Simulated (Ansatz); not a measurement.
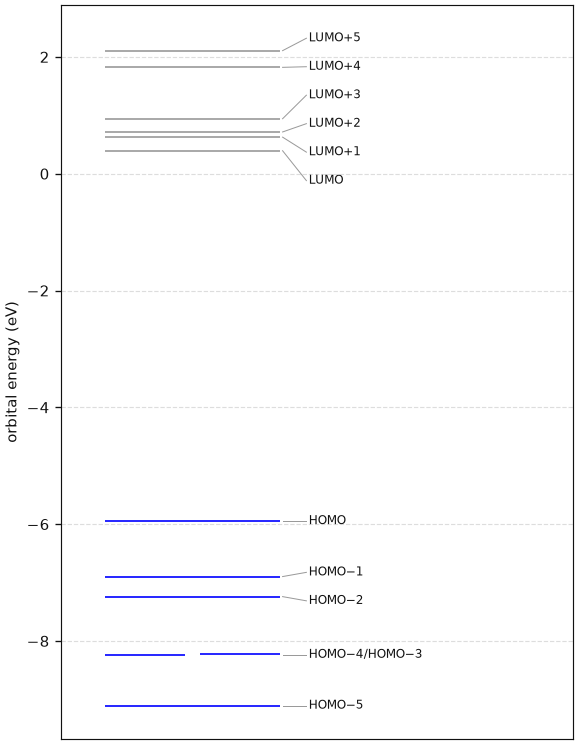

Kohn-Sham orbital energies near the frontier, r2SCAN/def2-TZVPP with the Ansatz code 0.2.0, at a PBE0-D4/def2-TZVP geometry (no frequency check), isolated molecule; empty levels in grey, levels within 0.03 eV side by side.

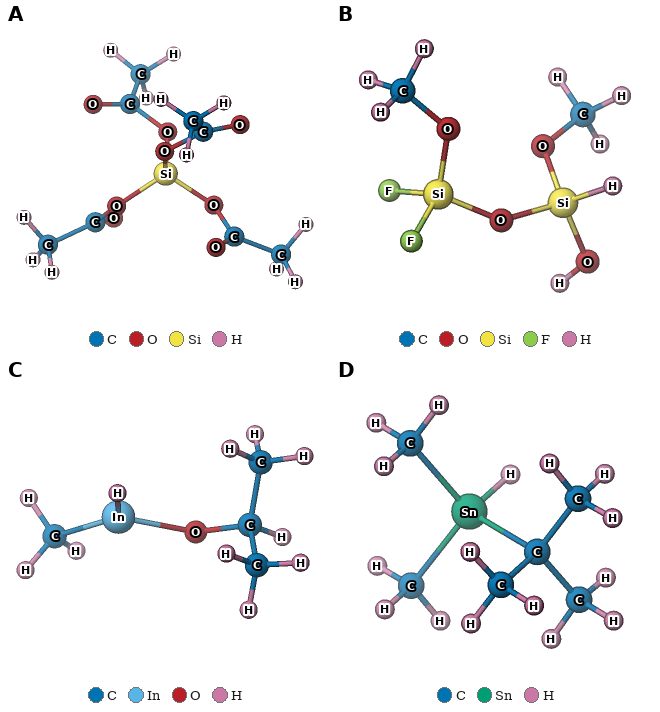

> Which molecule has this level scheme? The candidates are drawn in the second picture.

Structure D, C₆H₁₆Sn, SMILES [CH3][SnH]([CH3])[C](C)(C)C, singlet. HOMO −5.94 eV, LUMO 0.39 eV, separation 6.34 eV.

Note: core potentials past krypton; spin-orbit coupling is left out, and with Sn it can shift these levels and split any degenerate set; empty levels above zero depend strongly on the basis.
